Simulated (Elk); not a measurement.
Band structure of V₃Pt (Pm-3m, 4 atoms in the cell).

```yaml
crystal:
  lattice:
    - [3.81067, 0.00000, 0.00000]
    - [0.00000, 3.81067, 0.00000]
    - [0.00000, 0.00000, 3.81067]
  atoms:
    - { symbol: V, position: [0.50000, 0.50000, 0.00000], spin: 2.0 }
    - { symbol: V, position: [0.00000, 0.50000, 0.50000], spin: 2.0 }
    - { symbol: V, position: [0.50000, 0.00000, 0.50000], spin: 2.0 }
    - { symbol: Pt, position: [0.00000, 0.00000, 0.00000] }
```
(The spins are starting values, not results.)

Method: PBEsol, all-electron FP-LAPW, Elk's shipped species files, LAPW+lo basis run with Elk 10.2.4.

Settings: xctype = 22; spinpol = true; rgkmax = 8; stype = 0; swidth = 0.00499791 Ha; ngridk = 7 7 7; reducebf = 0.8; gmaxvr = 14 1/bohr; nxoapwlo = 1; rmtscf = 0.92; nempty = 8 per atom; bfcmt = [[0.0, 0.0, -0.5], [0.0, 0.0, -0.5], [0.0, 0.0, -0.5], [0.0, 0.0, 0.0]].

The starting cell comes from a database of computed structures (which also holds hypothetical and non-ambient phases and stackings), without a prior relaxation at this level. Its lattice was rescaled by a random factor within 2.5 % of one. Spin-orbit coupling is off. The starting moments vanished: the run ended non-magnetic, which need not be the lowest state. Values depend on the basis (sphere radii, cutoffs, local orbitals), which need not be converged.

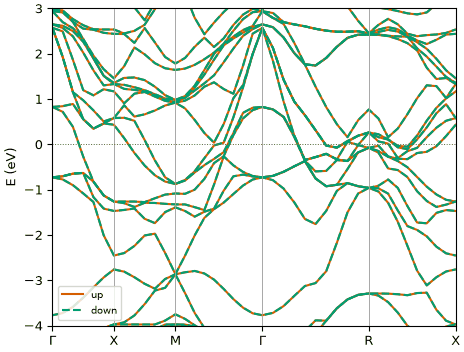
*Bands along the path, energies from the Fermi level.*

Levels in eV from the Fermi level, bands 31 to 38 of the first spin channel:
```csv
point,31,32,33,34,35,36,37,38
Γ,-0.73,-0.73,0.83,0.83,2.57,2.57,2.57,2.65
X,-1.47,-1.26,-1.26,0.43,0.58,0.58,1.17,1.33
M,-1.39,-1.33,-1.08,-0.88,-0.88,0.92,0.92,0.93
R,-0.96,-0.08,-0.08,-0.08,0.26,0.26,0.26,0.77
```

Bands cross the Fermi level along this path, so the cell is metallic at this level.

The net moment of the cell came out as 0.01 μB.
